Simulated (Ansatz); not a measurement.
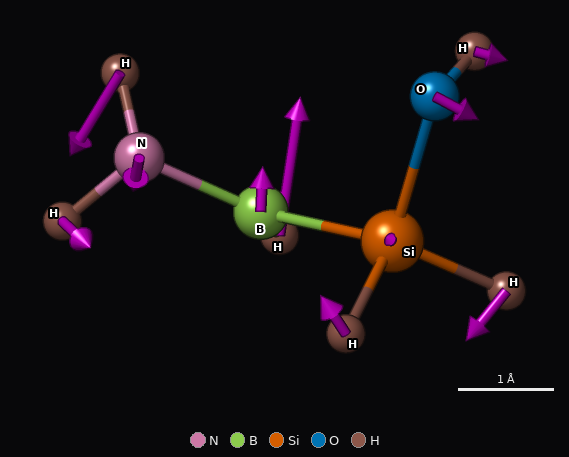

A relaxation of BSiNH6O (coarse preliminary run). The starting structure is drawn; purple arrows show the displacements, at their true length. The two geometries are superimposed by the best rigid fit.

Style: ball-and-stick. Shown at a tilt.

The start comes from a force field.

All numbers below come from RKS PBE-D4/def2-SVP in Ansatz.

Input file:
```yaml
crystal:
  periodic: [false, false, false]
  atoms:
    - {symbol: N, position_ang: [-0.769200, 1.573100, -0.104600]}
    - {symbol: B, position_ang: [-0.844100, 0.095700, -0.135300]}
    - {symbol: Si, position_ang: [0.634300, -0.897600, 0.555000]}
    - {symbol: O, position_ang: [2.160400, -0.479000, -0.308700]}
    - {symbol: H, position_ang: [-0.940500, 1.928700, -1.121200]}
    - {symbol: H, position_ang: [-1.661500, 1.944500, 0.413900]}
    - {symbol: H, position_ang: [-1.744900, -0.475200, -0.574900]}
    - {symbol: H, position_ang: [0.444000, -2.323400, 0.432000]}
    - {symbol: H, position_ang: [0.856600, -0.544700, 2.030000]}
    - {symbol: H, position_ang: [1.947900, -0.873300, -1.183200]}
basis:
  gaussian: {orbitals: def2-SVP}
hamiltonian: {xc: pbe, dispersion: d4}
relax: {f_tol: 0.03, max_steps: 200}
```

Run as
```bash
ansatz run in.yaml --threads 2 --pin off --events-out ev --progress --plain --max-ram 4352MiB
```

> Atoms of which element are displaced furthest, and by how much?

Hydrogen: up to 1.50 Å, against 0.58 Å for nitrogen.

> What did the optimiser do to the structure, and how much energy did it gain?

The largest move after the best rigid fit is that of H7, 1.50 Å. Largest moves by element: H 1.50 Å, N 0.58 Å, O 0.55 Å, B 0.49 Å, Si 0.12 Å. Among the contacts that change: B2–Si3 1.910 → 2.024 Å, Si3–O4 1.803 → 1.700 Å, N1–B2 1.480 → 1.396 Å, N1–H6 1.097 → 1.022 Å. Bond angles that change, for instance: B2–N1–H5 107.4° → 123.4°, B2–N1–H6 107.9° → 123.7°, Si3–O4–H10 98.6° → 112.6°. Groups turn about B2–Si3 by about 75°, Si3–O4 by about 25°. After 19 accepted moves (20 points after the start) the energy has fallen by 49.4 kcal/mol. The largest force component goes from 3.2 to 0.018 eV/Å. The line search rejected the trial step at point 17 of the run.
